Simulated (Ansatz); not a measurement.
## Electronic structure of CH8BNSi in real space

```xyz
12

B    -1.2985    0.8282   -0.6820
Si    0.5836    0.4660   -0.2779
C     1.2485   -0.1203    1.3706
N    -0.7699   -0.7006   -0.8186
H    -1.5826    1.3167   -1.7376
H    -2.0270    0.9653    0.2610
H     1.6383    0.3314   -1.3228
H     0.4384   -0.2066    2.0985
H     1.9600    0.6119    1.7623
H     1.7654   -1.0796    1.2938
H    -0.7389   -1.0924   -1.7486
H    -1.1401   -1.3751   -0.1644
```

Geometry: PBE0-D4/def2-TZVP.

Level of theory: Ansatz 0.2.0, RKS PBE0-D4/def2-TZVPP.

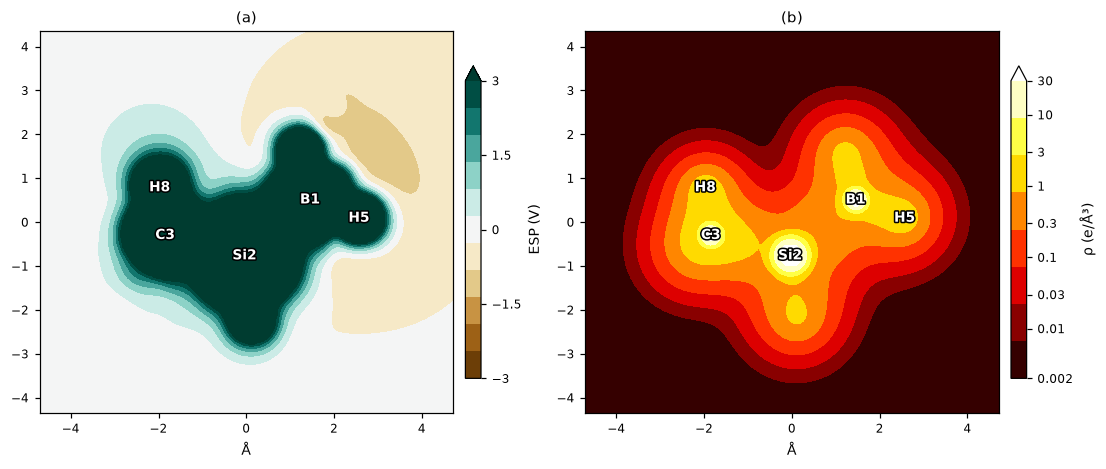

Figure 1. (a) electrostatic potential; (b) total electron density on the plane of atoms B1, Si2 and C3.

Question: Interpret the plot.

Answer: The section cuts through B, Si, C and H sites.
C–Si (1.87 Å): ρ is about 0.96 e/Å³ halfway.
Si–B (1.96 Å): the density is about 0.71 e/Å³ at the midpoint.
C–H (1.09 Å): ρ is about 1.9 e/Å³ halfway.
B–H (1.20 Å): ρ is about 1.2 e/Å³ halfway.
Outside the dense part of the molecule the potential is most negative (−1.2 V) near H5.

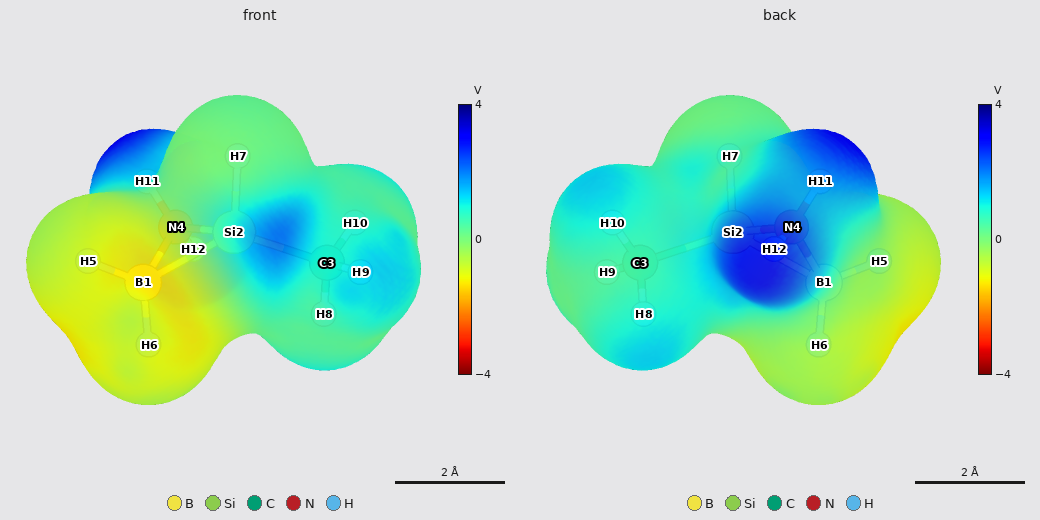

Figure 2. The electrostatic potential painted on the density surface at 0.004 e/bohr³, seen from the front and from behind; red is negative and blue positive.

Question: Which sites attract a positive test charge, and which a negative one?

Answer: A positive charge is drawn to the negative regions and a negative charge to the positive ones. The most negative region (about −1.3 V) lies over H5, the most positive (about +3.0 V) over H11 and H12.

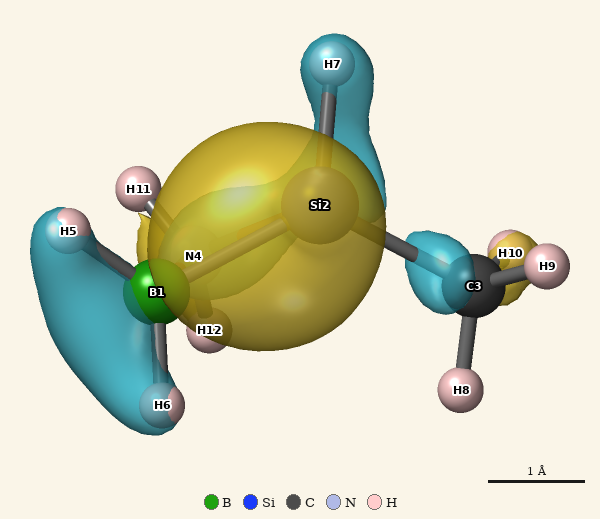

Figure 3. The HOMO at ±0.15 Å⁻³ᐟ² (yellow and cyan are the two phases), seen at a tilt.

Question: What is the character of this orbital?

Answer: Its weight (Hirshfeld) is mainly on Si2 (about 40 %), B1 (about 30 %) and N4 (about 10 %). Its energy is −6.39 eV.

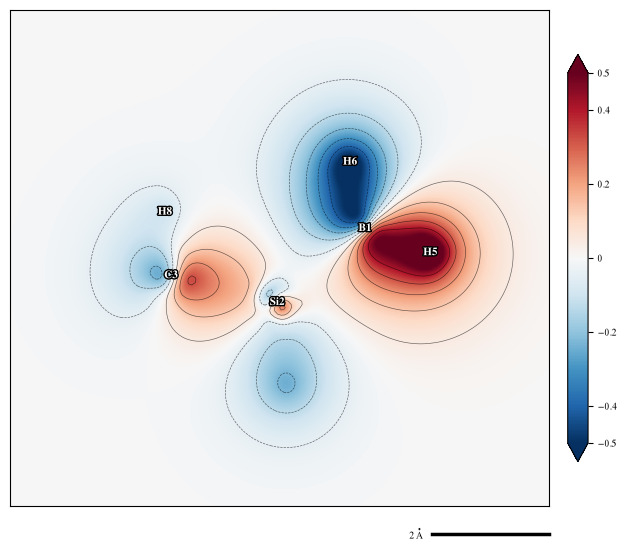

Figure 4. The HOMO−1 on the plane of atoms Si2, C3 and H8 (values in Å⁻³ᐟ²; the overall sign is arbitrary).

Question: What is the character of this orbital?

Answer: It lies mainly on B1 (about 35 %), H5 (about 20 %), H6 (about 20 %) and Si2 (about 10 %). Its energy is −8.56 eV.
